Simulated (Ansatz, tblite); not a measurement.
**Triphenylsulfonium tris(triflyl)methide (C22H15F9O6S4): spin states and exact exchange**

Aim: set other spin states of triphenylsulfonium tris(triflyl)methide (C22H15F9O6S4) against its singlet, on many levels of theory.

Method: as each input shows; program: Ansatz 0.2.0, Gaussian basis.

Levels to be run: triplet, at the geometry of the singlet (GFN1-xTB, GFN2-xTB, PBE0-D4/def2-SVP, PBE-D4/def2-SVP); the singlet's energies come from earlier runs.

**1. The relaxed structure**

The singlet was relaxed beforehand with PBE-D4/def2-SVP.

SMILES `O=S(=O)([C-](S(=O)(=O)C(F)(F)F)S(=O)(=O)C(F)(F)F)C(F)(F)F.c1ccc([S+](c2ccccc2)c2ccccc2)cc1`, 56 atoms, charge 0, spin multiplicity 1.

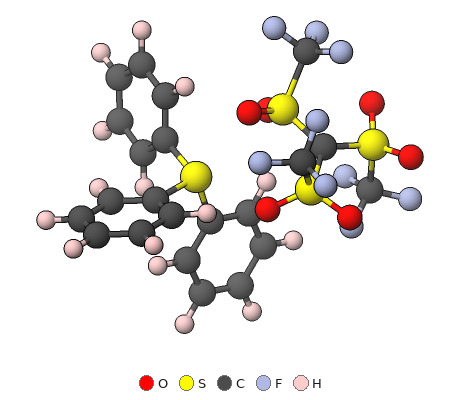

The structure; oxygen red, sulfur yellow, carbon dark grey, fluorine light blue, hydrogen pink.

**2. Triplet at the fixed geometry, GFN1-xTB**

Tight binding, by tblite at 300 K electronic temperature and without a spin-polarisation term:

```python
tblite.interface.Calculator('GFN1-xTB', numbers, positions, charge=0, uhf=2).singlepoint()
```

Energy -3900.8000 eV; 0.59 s.

**3. Triplet at the fixed geometry, GFN2-xTB**

Tight binding, by tblite at 300 K electronic temperature and without a spin-polarisation term:

```python
tblite.interface.Calculator('GFN2-xTB', numbers, positions, charge=0, uhf=2).singlepoint()
```

Energy -3657.5096 eV; 0.51 s.

**4. Triplet at the fixed geometry, PBE0-D4/def2-SVP**

The input, in.yaml:

```yaml
crystal:
  periodic: [false, false, false]
  atoms:
    - {symbol: O, position_ang: [0.740646, -2.736789, -3.492878]}
    - {symbol: S, position_ang: [1.123304, -1.685591, -2.534274]}
    - {symbol: O, position_ang: [0.841261, -1.871050, -1.082720]}
    - {symbol: C, position_ang: [0.525476, -0.159013, -3.113280]}
    - {symbol: S, position_ang: [0.797211, 1.251110, -2.151173]}
    - {symbol: O, position_ang: [1.930022, 0.922256, -1.231583]}
    - {symbol: O, position_ang: [-0.429097, 1.876377, -1.581942]}
    - {symbol: C, position_ang: [1.553030, 2.613819, -3.289749]}
    - {symbol: F, position_ang: [2.103350, 2.075802, -4.376545]}
    - {symbol: F, position_ang: [2.511647, 3.203043, -2.554202]}
    - {symbol: F, position_ang: [0.644547, 3.522493, -3.618956]}
    - {symbol: S, position_ang: [-0.494499, -0.040770, -4.515206]}
    - {symbol: O, position_ang: [-0.073227, -0.922372, -5.613047]}
    - {symbol: O, position_ang: [-0.752241, 1.405529, -4.705841]}
    - {symbol: C, position_ang: [-2.183976, -0.744515, -3.971381]}
    - {symbol: F, position_ang: [-2.852803, 0.178230, -3.248447]}
    - {symbol: F, position_ang: [-2.033278, -1.842840, -3.215403]}
    - {symbol: F, position_ang: [-2.900243, -1.046553, -5.056799]}
    - {symbol: C, position_ang: [3.049327, -1.576016, -2.643110]}
    - {symbol: F, position_ang: [3.479897, -2.699328, -3.226480]}
    - {symbol: F, position_ang: [3.429646, -0.524640, -3.370748]}
    - {symbol: F, position_ang: [3.580232, -1.491689, -1.415554]}
    - {symbol: C, position_ang: [-3.920513, -2.062516, 0.672340]}
    - {symbol: C, position_ang: [-3.508535, -1.140957, -0.303948]}
    - {symbol: C, position_ang: [-2.268634, -0.498826, -0.190903]}
    - {symbol: C, position_ang: [-1.468585, -0.790932, 0.925706]}
    - {symbol: S, position_ang: [0.117922, 0.050161, 0.933001]}
    - {symbol: C, position_ang: [-0.237461, 1.647850, 1.675239]}
    - {symbol: C, position_ang: [0.646820, 2.676105, 1.308339]}
    - {symbol: C, position_ang: [0.440173, 3.953770, 1.846284]}
    - {symbol: C, position_ang: [-0.640309, 4.192857, 2.710757]}
    - {symbol: C, position_ang: [-1.528208, 3.156423, 3.041836]}
    - {symbol: C, position_ang: [-1.333934, 1.868058, 2.522165]}
    - {symbol: C, position_ang: [1.090365, -0.791839, 2.195008]}
    - {symbol: C, position_ang: [1.018078, -0.445695, 3.554860]}
    - {symbol: C, position_ang: [1.828538, -1.137678, 4.466045]}
    - {symbol: C, position_ang: [2.694671, -2.148285, 4.016611]}
    - {symbol: C, position_ang: [2.759821, -2.468870, 2.651396]}
    - {symbol: C, position_ang: [1.962104, -1.787209, 1.720602]}
    - {symbol: C, position_ang: [-1.851652, -1.713731, 1.908792]}
    - {symbol: C, position_ang: [-3.095488, -2.349269, 1.771985]}
    - {symbol: H, position_ang: [-4.891064, -2.571040, 0.570754]}
    - {symbol: H, position_ang: [-4.141418, -0.926366, -1.176782]}
    - {symbol: H, position_ang: [-1.924422, 0.221491, -0.948943]}
    - {symbol: H, position_ang: [1.455944, 2.474695, 0.589927]}
    - {symbol: H, position_ang: [1.119381, 4.773229, 1.568558]}
    - {symbol: H, position_ang: [-0.801492, 5.201409, 3.120429]}
    - {symbol: H, position_ang: [-2.385215, 3.351388, 3.703853]}
    - {symbol: H, position_ang: [-2.032863, 1.052520, 2.758218]}
    - {symbol: H, position_ang: [0.351601, 0.357987, 3.898487]}
    - {symbol: H, position_ang: [1.785768, -0.877828, 5.534677]}
    - {symbol: H, position_ang: [3.331270, -2.682678, 4.737738]}
    - {symbol: H, position_ang: [3.447920, -3.250813, 2.296960]}
    - {symbol: H, position_ang: [1.994631, -2.015753, 0.644267]}
    - {symbol: H, position_ang: [-1.189853, -1.944779, 2.755659]}
    - {symbol: H, position_ang: [-3.415606, -3.080384, 2.529364]}
basis:
  gaussian: {orbitals: def2-SVP, fitting: {mean_field: def2-universal-jkfit}}
magnetization: {spin_polarized: true, initial_magnetization: 2}
hamiltonian: {xc: pbe0, dispersion: d4}
scf: {omitted_lower_state_checks: [starts]}
output: {orbitals: {seedname: orbitals}}
```

Started as:

```
$ ansatz run in.yaml --threads 4 --pin off --events-out ev --progress --plain --max-ram 46080MiB --backend cuda --devices 0, --max-vram 37GiB
```

The program printed:

```text
Functional definition: PBE0
  name "PBE0"
  cite "Adamo & Barone, J. Chem. Phys. 110, 6158 (1999) doi:10.1063/1.478522"
  cite "Perdew, Burke & Ernzerhof, Phys. Rev. Lett. 77, 3865 (1996) doi:10.1103/PhysRevLett.77.3865"
  parent pbe
  parameter a = 0.25
  parameter kappa = 0.804
  parameter beta = 0.06672455060314922
  exchange = (1 - a)*pbe_x(kappa = kappa, mu = beta*pi^2/3) + a*exact_x
  correlation = pbe_c(beta = beta)
these checks for a lower state are left out or cut short: starts
3587 factors; integrals over basis functions are off by at most 2.2e-1 eV
mean field evaluation 1: about -102928.1328 eV, gradient 1.2e2 eV
mean field evaluation 2: about -102288.8678 eV, gradient 3.6e2 eV
mean field evaluation 4: about -102960.4390 eV, gradient 5.9e1 eV
mean field evaluation 8: about -102984.3285 eV, gradient 6.5e0 eV
mean field evaluation 16: about -102985.0017 eV, gradient 3.1e-1 eV
mean field evaluation 32: about -102985.0129 eV, gradient 9.2e-4 eV
mean field -102985.01289908 eV, -3784.6294182924 hartree, gradient 2.1e-5 eV, S^2 2.060119; 0 other end points of the search recorded, 0 dependent functions left out
reference -102985.01295286 eV, -3784.6294202687 hartree; 171, 169 occupied and 494, 496 virtual orbitals, 3587 factors
Total energy: -102987.66443648 eV, -3784.7268604944 hartree
Checks for a lower state left out: starts
```

Run time: 16 s. Hardware: 1 × H100 (card shared with other runs) with 4 threads of AMD EPYC 7R13, shared host; peak host memory 1.4 GiB.

From the report: HOMO -4.38 eV, LUMO -5.86 eV (over both spins; with the spin held, an empty level of the minority spin lies below the top filled one); ⟨S²⟩ 2.060 (pure: 2.00).

**5. Triplet at the fixed geometry, PBE-D4/def2-SVP**

start.molden holds the orbitals of an earlier run on this state, given as this run's starting guess.

Changes to in.yaml since step 4:

```diff
@@ -60,5 +60,5 @@
 basis:
-  gaussian: {orbitals: def2-SVP, fitting: {mean_field: def2-universal-jkfit}}
+  gaussian: {orbitals: def2-SVP, fitting: {mean_field: def2-universal-jkfit}, initial_orbitals: start.molden}
 magnetization: {spin_polarized: true, initial_magnetization: 2}
-hamiltonian: {xc: pbe0, dispersion: d4}
+hamiltonian: {xc: pbe, dispersion: d4}
 scf: {omitted_lower_state_checks: [starts]}
```

Same command.

The program printed:

```text
Functional definition: PBE
  name "PBE"
  cite "Perdew, Burke & Ernzerhof, Phys. Rev. Lett. 77, 3865 (1996) doi:10.1103/PhysRevLett.77.3865"
  parent pbe
  parameter kappa = 0.804
  parameter beta = 0.06672455060314922
  exchange = pbe_x(kappa = kappa, mu = beta*pi^2/3)
  correlation = pbe_c(beta = beta)
these checks for a lower state are left out or cut short: starts
3587 factors; integrals over basis functions are off by at most 2.2e-1 eV
mean field evaluation 1: about -102980.8732 eV, gradient 1.3e1 eV
mean field evaluation 2: about -102981.6912 eV, gradient 1.0e0 eV
mean field evaluation 4: about -102981.9058 eV, gradient 6.4e-1 eV
mean field evaluation 8: about -102981.9454 eV, gradient 7.4e-2 eV
mean field evaluation 16: about -102981.9459 eV, gradient 2.3e-5 eV
mean field -102981.94591556 eV, -3784.5167087268 hartree, gradient 2.4e-6 eV, S^2 2.005383; 0 other end points of the search recorded, 0 dependent functions left out
reference -102981.94598262 eV, -3784.5167111911 hartree; 171, 169 occupied and 494, 496 virtual orbitals, 3587 factors
Total energy: -102984.94798311 eV, -3784.6270326744 hartree
Checks for a lower state left out: starts
```

Run time: 11 s. Hardware: 1 × H100 (card shared with other runs) with 4 threads of AMD EPYC 7R13, shared host; peak host memory 1.4 GiB.

From the report: HOMO -2.62 eV, LUMO -6.38 eV (over both spins; with the spin held, an empty level of the minority spin lies below the top filled one); ⟨S²⟩ 2.005 (pure: 2.00).

**6. Triplet less singlet, vertical**

The singlet's energies are those of its earlier runs, whose logs aren't repeated here.

| level | triplet less singlet, vertical (eV) | time |
| --- | --- | --- |
| GFN1-xTB | +3.838 | 0.9 s |
| GFN2-xTB | +3.797 | 0.77 s |
| PBE-D4/def2-SVP | +3.736 | 17 s |
| PBE0-D4/def2-SVP | +4.039 | 23 s |

Times add the two runs; a level without a time comes out of a correlated run. Tight binding without a spin term can't rank spin states.

**7. Results**

| quantity | value |
| --- | --- |
| triplet less singlet, vertical, functionals in def2-SVP | +3.736 (PBE-D4) to +4.039 eV (PBE0-D4) |

In words: All functionals put the triplet above the singlet, over a spread of 0.303 eV. The checks for a lower triplet were left out, so another state of that spin may lie lower. These are electronic energies, without zero-point motion, entropy or surroundings.
